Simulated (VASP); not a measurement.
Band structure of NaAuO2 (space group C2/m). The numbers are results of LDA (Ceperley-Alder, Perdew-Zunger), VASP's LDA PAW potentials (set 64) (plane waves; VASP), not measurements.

Unless said otherwise, spin-orbit coupling is left out, though it shifts the bands of the heavy elements here.

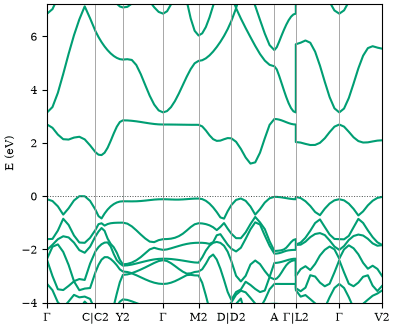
Bands along high-symmetry lines, zero at the valence-band maximum or, without a gap, the Fermi level

**Question.** Read the plot: is there a gap, and where are the band edges?

**Answer.** The gap is indirect, 1.23 eV, from the valence maximum at Γ-C at 0.67 to the conduction minimum at D2-A at 0.44. (Edges off the drawn lines would not show.)

The structure comes from a computed database's NaAuO2 entry (C2/m); how it stands against other phases isn't given here. It was relaxed first.
